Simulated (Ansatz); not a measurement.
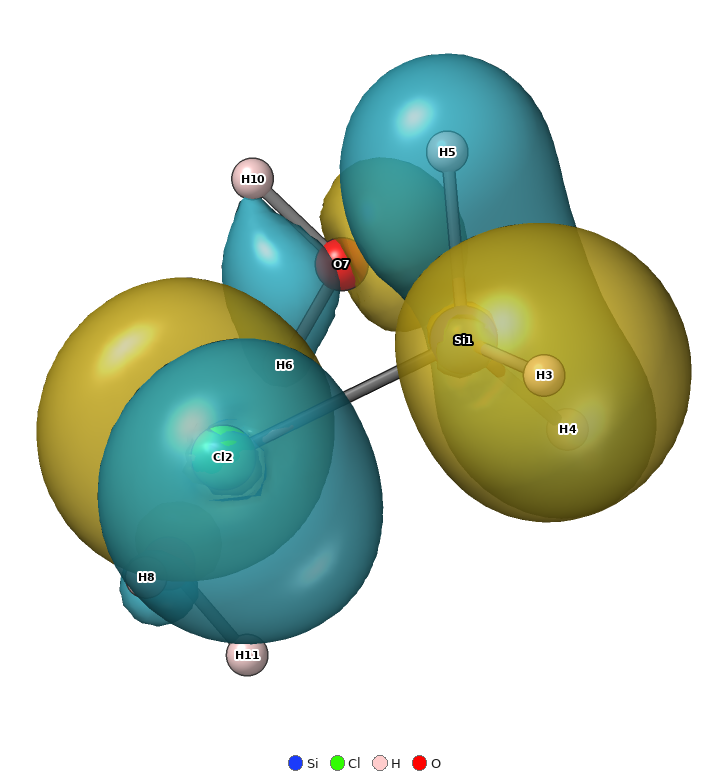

Figure 1: ClH₃Si···H₂O···H₂O. The HOMO−1 at ±0.08 Å⁻³ᐟ² (yellow and cyan are the two phases), seen at an oblique angle.

Computed with RKS PBE0/6-31G* (Ansatz).

The calculation's input:

```
crystal:
  periodic: [false, false, false]
  atoms:
    - { symbol: Si, position_ang: [-0.501972, -0.053514, -1.854686] }
    - { symbol: Cl, position_ang: [1.41699, -0.530852, -1.104485] }
    - { symbol: H, position_ang: [-0.531493, -0.682138, -3.202093] }
    - { symbol: H, position_ang: [-1.527543, -0.67307, -0.991382] }
    - { symbol: H, position_ang: [-0.617849, 1.414865, -1.99084] }
    - { symbol: H, position_ang: [-0.268895, 0.736356, 1.431938] }
    - { symbol: O, position_ang: [-0.680317, 1.390971, 0.845253] }
    - { symbol: H, position_ang: [1.443256, -1.048662, 1.473365] }
    - { symbol: O, position_ang: [0.955182, -0.954528, 2.30497] }
    - { symbol: H, position_ang: [-0.019802, 2.093415, 0.799732] }
    - { symbol: H, position_ang: [0.332343, -1.692845, 2.288128] }
basis:
  gaussian: { orbitals: "6-31G*" }
hamiltonian:
  xc: pbe0
relax:
  f_tol: 0.03
  max_steps: 50
output:
  orbitals: {}
```

Launched as:

```sh
ansatz run input.yaml --threads 2 --pin off --max-ram 3072MiB --backend cpu --events-out ev --progress --plain --runs-dir out
```

The fields are those of the relaxed geometry.

Question: Describe this orbital and give its energy.

Answer: Its weight (Hirshfeld) is mainly on Cl2 (about 50 %), H3 (about 20 %) and Si1 (about 20 %). Its energy is −8.54 eV.
